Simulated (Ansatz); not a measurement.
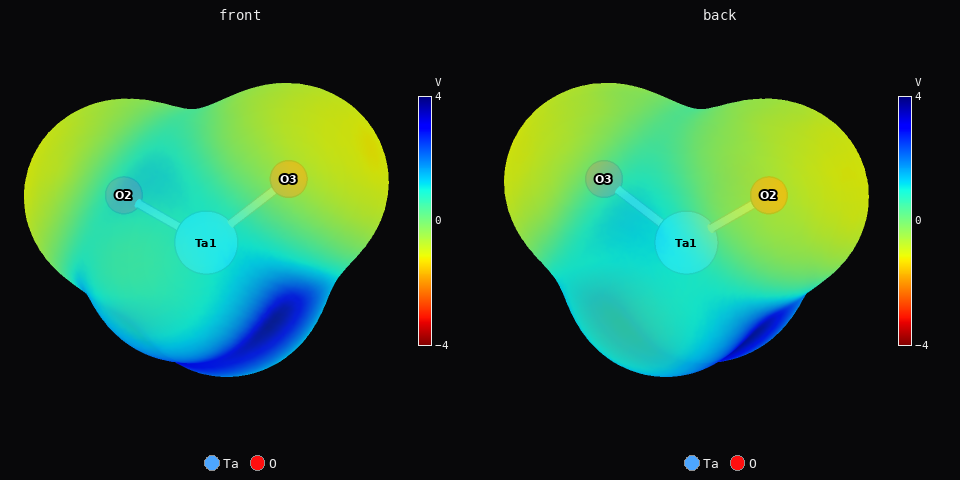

Figure 1: O2Ta (quartet). The molecular electrostatic potential painted on the density surface at 0.002 e/bohr³, seen from the front and from behind; red is negative and blue positive.

Geometry: PBE0-D4/def2-TZVP; core potentials replace the inner electrons of Ta.

Level of theory: Ansatz, UKS PBE0-D4/def2-TZVP.

Question: Where is the surface potential most negative and most positive?

Answer: The most negative region (about −1.2 V) lies over O2 and O3, the most positive (about +3.6 V) over Ta1.
